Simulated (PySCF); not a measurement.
Vertical excitations of a molecule C₆H₇F from TDDFT-PBE/def2-SVPD (PySCF 2.14.0), as energy in eV (oscillator strength): 5.20 (0.369), 5.36 (0.002), 5.77 (0.078), 5.84 (0.004), 6.21 (0.000), 6.54 (0.001), 6.83 (0.020), 6.84 (0.002), 6.93 (0.014), 7.24 (0.004). Lowest triplet (TDA): 3.17 eV. Coordinates come from a PBE0-D3(BJ)/def2-SVP optimisation. Other conformers were not sampled.

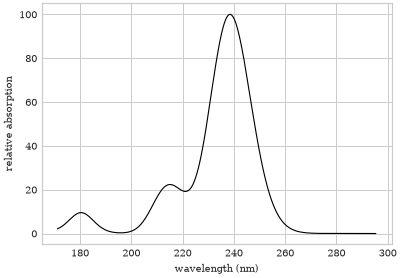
Figure. The lines broadened by 0.4 eV.

Pick the molecule that these values belong to.
A) C=C1C=C(F)CC1
B) C=CC=C=C(C)F
C) FC1C=CCC=C1
D) C=C=C/C(F)=C\C

A, C=C1C=C(F)CC1
